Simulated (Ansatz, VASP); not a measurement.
**Cross-check of Ni between VASP and Ansatz**

Aim: how closely do two programs agree when they are given the same cell, functional and k mesh?

Method: plane waves, with VASP 6.6.1 beside it; relaxation of cell and atoms at PBEsol, in Ansatz 0.2.0.

## 1. Starting point

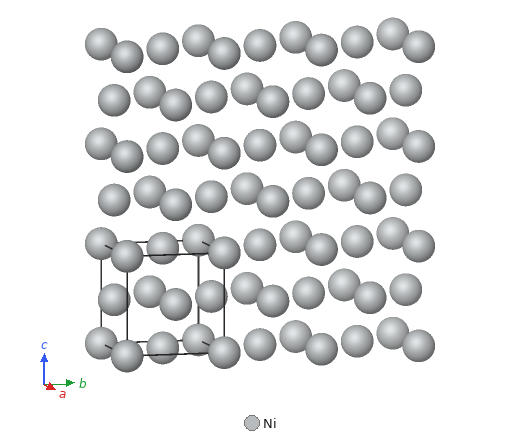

Start, viewed slightly off an axis; nickel light grey. 1×3×3 cells are drawn. This picture shows the conventional cell, with its axes. Some periodic images of atoms are drawn too.

As a file:

```cif
data_structure
_symmetry_space_group_name_H-M 'Fm-3m'
_symmetry_Int_Tables_number 225
_cell_length_a 3.4609
_cell_length_b 3.4609
_cell_length_c 3.4609
_cell_angle_alpha 90.000
_cell_angle_beta 90.000
_cell_angle_gamma 90.000
_cell_volume 41.45
loop_
_atom_site_label
_atom_site_type_symbol
_atom_site_symmetry_multiplicity
_atom_site_Wyckoff_symbol
_atom_site_fract_x
_atom_site_fract_y
_atom_site_fract_z
_atom_site_occupancy
Ni1 Ni 4 a 0.00000 0.00000 0.00000 1
```

## 2. VASP: relaxation of cell and atoms, PBEsol

The relaxed volume is the usual yardstick between codes: its relative difference is about their pressure difference at one cell divided by the bulk modulus.

Lines of VASP's logs that name or quote its potential files are left out, and so is its time.

The input, INCAR:

```
SYSTEM = Ni
PREC = Accurate
ENCUT = 450
EDIFF = 1E-07
NELM = 120
ISMEAR = 1
SIGMA = 0.15
LREAL = .FALSE.
ALGO = Normal
GGA = PS
NBANDS = 12
ISPIN = 2
MAGMOM = 1.5
LASPH = .TRUE.
LMAXMIX = 4
LORBIT = 11
LWAVE = .FALSE.
LCHARG = .FALSE.
KPAR = 8
IBRION = 2
NSW = 40
ISIF = 3
EDIFFG = -0.005
POTIM = 0.4
```

The input, POSCAR:

```
Ni
1.0
    0.0000000000      1.7304310307      1.7304310307
    1.7304310307      0.0000000000      1.7304310307
    1.7304310307      1.7304310307      0.0000000000
Ni
1
Direct
    0.0000000000      0.0000000000      0.0000000000
```

The input, KPOINTS:

```
Automatic mesh
0
Gamma
21 21 21
0 0 0
```

The projector-augmented-wave data sets are Ni (PBE family, release 64).

Started as:

```sh
$ mpirun -np 8 vasp_std
```

Numbers of over 12 decimals in the logs are rounded to 6 here.

Output:

```text
[banner, memory and clock lines left out]
running    8 mpi-ranks, on    1 nodes
 distrk:  each k-point on    1 cores,    8 groups
 distr:  one band on    1 cores,    1 groups

 POSCAR found type information on POSCAR Ni
 POSCAR found :  1 types and       1 ions
|                                                                             |
|           W    W    AA    RRRRR   N    N  II  N    N   GGGG   !!!           |
|           W    W   A  A   R    R  NN   N  II  NN   N  G    G  !!!           |
|           W    W  A    A  R    R  N N  N  II  N N  N  G       !!!           |
|           W WW W  AAAAAA  RRRRR   N  N N  II  N  N N  G  GGG   !            |
|           WW  WW  A    A  R   R   N   NN  II  N   NN  G    G                |
|           W    W  A    A  R    R  N    N  II  N    N   GGGG   !!!           |
|                                                                             |
|     For optimal performance we recommend to set                             |
|       NCORE = 2 up to number-of-cores-per-socket                            |
|     NCORE specifies how many cores store one orbital (NPAR=cpu/NCORE).      |
|     This setting can greatly improve the performance of VASP for DFT.       |
|     The default, NCORE=1 might be grossly inefficient on modern             |
|     multi-core architectures or massively parallel machines. Do your        |
|     Unfortunately you need to use the default for GW and RPA                |
|     calculations (for HF NCORE is supported but not extensively tested      |
|     yet).                                                                   |
|                                                                             |

|                                                                             |
|               ----> ADVICE to this user running VASP <----                  |
|                                                                             |
|     You enforced a specific xc type in the INCAR file but a different       |
|     [... a line on the potential file left out ...]
|     I HOPE YOU KNOW WHAT YOU ARE DOING!                                     |
|                                                                             |

 LDA part: xc-table for (Slater+PW92), standard interpolation
 POSCAR, INCAR and KPOINTS ok, starting setup
 FFT: planning ... GRIDC
 FFT: planning ... GRID_SOFT
 FFT: planning ... GRID
 WAVECAR not read
 entering main loop
       N       E                     dE             d eps       ncg     rms          rms(c)
DAV:   1     0.272457024842E+02    0.27246E+02   -0.41058E+03 14400   0.966E+02
DAV:   2    -0.634257476863E+01   -0.33588E+02   -0.31421E+02 14636   0.161E+02
DAV:   3    -0.727678025840E+01   -0.93421E+00   -0.92877E+00 15848   0.303E+01
DAV:   4    -0.728363196878E+01   -0.68517E-02   -0.68505E-02 15844   0.229E+00
DAV:   5    -0.728375867843E+01   -0.12671E-03   -0.12671E-03 16280   0.297E-01    0.115E+01
DAV:   6    -0.649453337162E+01    0.78923E+00   -0.15405E+01 17552   0.540E+01    0.599E+00
DAV:   7    -0.615593172490E+01    0.33860E+00   -0.25872E+00 17400   0.201E+01    0.193E+00
DAV:   8    -0.613932991039E+01    0.16602E-01   -0.19754E-02 18356   0.113E+00    0.998E-01
DAV:   9    -0.613628241889E+01    0.30475E-02   -0.15623E-03 21000   0.272E-01    0.316E-01
DAV:  10    -0.613534984085E+01    0.93258E-03   -0.98691E-04 20420   0.197E-01    0.394E-02
DAV:  11    -0.613534764317E+01    0.21977E-05   -0.16103E-05 17572   0.338E-02    0.247E-02
DAV:  12    -0.613534907859E+01   -0.14354E-05   -0.31724E-06 20308   0.127E-02    0.873E-03
DAV:  13    -0.613534905290E+01    0.25693E-07   -0.35392E-07 13204   0.835E-03
   1 F= -.61353491E+01 E0= -.61351802E+01  d E =-.613535E+01  mag=     0.5886
 curvature:   0.00 expect dE= 0.000E+00 dE for cont linesearch  0.000E+00
 trial: gam= 0.00000 g(F)=  0.000E+00 g(S)=  0.116E-05 ort = 0.000E+00 (trialstep = 0.100E+01)
 search vector abs. value=  0.116E-05
 reached required accuracy - stopping structural energy minimisation
```

OUTCAR, selected parts (step 2):

```text
ion  position               nearest neighbor table
   1  0.000  0.000  0.000-

  LATTYP: Found a face centered cubic cell.
 ALAT       =     3.4608620614

 Subroutine GETGRP returns: Found 48 space group operations
 (whereof 48 operations were pure point group operations)

The static configuration has the point symmetry O_h .

 Found    286 irreducible k-points:

   k-points           NKPTS =    286   k-points in BZ     NKDIM =    286   number of bands    NBANDS=     12

   dimension x,y,z NGX =    18 NGY =   18 NGZ =   18
   dimension x,y,z NGXF=    36 NGYF=   36 NGZF=   36

   ENCUT  =  450.0 eV  33.07 Ry    5.75 a.u.   4.23  4.23  4.23*2*pi/ulx,y,z

   NELECT =      10.0000    total number of electrons

 k-points in reciprocal lattice and weights: Automatic mesh
   0.00000000  0.00000000  0.00000000       0.000
   0.04761905  0.00000000  0.00000000       0.001
   0.09523810  0.00000000  0.00000000       0.001
   0.14285714  0.00000000  0.00000000       0.001
   0.19047619  0.00000000  0.00000000       0.001
   0.23809524  0.00000000  0.00000000       0.001
   0.28571429  0.00000000  0.00000000       0.001
   0.33333333  0.00000000  0.00000000       0.001
   0.38095238  0.00000000  0.00000000       0.001
[...]
-0.28571429  0.47619048  0.19047619       0.003
  -0.28571429  0.47619048  0.23809524       0.003

 average (electrostatic) potential at core
       1 -81.2628

 E-fermi :   9.8952

 spin component 1
 k-point     1 :       0.0000    0.0000    0.0000
  band No.  band energies     occupation
    ...
      2       7.3595      1.00000
      3       7.3595      1.00000
      4       7.3595      1.00000
      5       8.6181      1.00000
      6       8.6181      1.00000
      7      34.0023      0.00000
      8      38.2278      0.00000
      9      38.2278      0.00000
     10      38.2278      0.00000
     11      41.3172      0.00000
    ...

 k-point     2 :       0.0476    0.0000    0.0000
  band No.  band energies     occupation
    ...
      2       7.3340      1.00000
      3       7.3811      1.00000
      4       7.3811      1.00000
      5       8.6085      1.00000
      6       8.6085      1.00000
      7      33.7650      0.00000
      8      36.9147      0.00000
      9      38.0118      0.00000
     10      38.0118      0.00000
     11      41.6337      0.00000
    ...

 k-point     3 :       0.0952    0.0000    0.0000
  band No.  band energies     occupation
    ...
      2       7.2632      1.00000
      3       7.4403      1.00000
      4       7.4403      1.00000
      5       8.5854      1.00000
      6       8.5854      1.00000
      7      32.5733      0.00000
      8      35.5302      0.00000
      9      37.5445      0.00000
     10      37.5445      0.00000
     11      42.3540      0.00000
    ...

 k-point     4 :       0.1429    0.0000    0.0000
  band No.  band energies     occupation
    ...
      2       7.1632      1.00000
      3       7.5185      1.00000
      4       7.5185      1.00000
      5       8.5669      1.00000
      6       8.5669      1.00000
      7      30.3480      0.00000
      8      35.0151      0.00000
      9      37.0392      0.00000
     10      37.0392      0.00000
     11      42.3672      0.00000
    ...

 k-point     5 :       0.1905    0.0000    0.0000
  band No.  band energies     occupation
    ...
      2       7.0617      1.00000
      3       7.5837      1.00000
      4       7.5837      1.00000
      5       8.5829      1.00000
      6       8.5829      1.00000
      7      27.8631      0.00000
      8      34.6734      0.00000
      9      36.5814      0.00000
     10      36.5814      0.00000
     11      42.4288      0.00000
    ...

 k-point     6 :       0.2381    0.0000    0.0000
  band No.  band energies     occupation
    ...
      2       7.0027      1.00000
      3       7.6040      1.00000
      4       7.6040      1.00000
      5       8.6615      1.00000
      6       8.6615      1.00000
      7      25.3929      0.00000
      8      34.2671      0.00000
      9      36.1976      0.00000
     10      36.1976      0.00000
     11      42.0426      0.00000
    ...

  Total       -0.0031659     -0.0031659     -0.0031659      0.0000000      0.0000000      0.0000000
  in kB       -0.4894619     -0.4894619     -0.4894619      0.0000000      0.0000000      0.0000000
  external PRESSURE =      -0.4894619 kB  Pullay stress =       0.0000000 kB

  energy-cutoff  :      450.00
  volume of cell :       10.36
      direct lattice vectors                 reciprocal lattice vectors
     0.000000000  1.730431031  1.730431031    -0.288945350  0.288945350  0.288945350
     1.730431031  0.000000000  1.730431031     0.288945350 -0.288945350  0.288945350
     1.730431031  1.730431031  0.000000000     0.288945350  0.288945350 -0.288945350

 POSITION                                       TOTAL-FORCE (eV/Angst)
 -----------------------------------------------------------------------------------
      0.00000      0.00000      0.00000         0.000000      0.000000      0.000000
 -----------------------------------------------------------------------------------
    total drift:                                0.000000     -0.000000     -0.000000

  FREE ENERGIE OF THE ION-ELECTRON SYSTEM (eV)
  ---------------------------------------------------
  free  energy   TOTEN  =        -6.1353490529 eV

  energy  without entropy=       -6.1348425978  energy(sigma->0) =       -6.13518023

 reached required accuracy - stopping structural energy minimisation

 total charge
# of ion       s       p       d       tot
------------------------------------------
    1        0.521   0.547   8.336   9.405

 magnetization (x)
# of ion       s       p       d       tot
------------------------------------------
    1       -0.007  -0.024   0.625   0.594

[... 6 further parts left out ...]
```

CONTCAR:

```
Ni
   1.00000000000000
     0.0000000000000000    1.7304310306999999    1.7304310306999999
     1.7304310306999999    0.0000000000000000    1.7304310306999999
     1.7304310306999999    1.7304310306999999    0.0000000000000000
  Ni
     1
Direct
     0.0000000000000000    0.0000000000000000    0.0000000000000000
```

(Continued in part 2 of 2.)

[Lines on the potential files, build, host, timing and source positions are cut from VASP's logs without a mark.]

[Logs are printed without paths, hosts, clocks, repeated set-up lines and the standing remarks that a program may print on its own settings, such as how far it seeks lower states.]

[Hosts, paths, dates, database ids (printed as entryN), source tags and the programs' standing remarks are cut or masked in the printed files.]
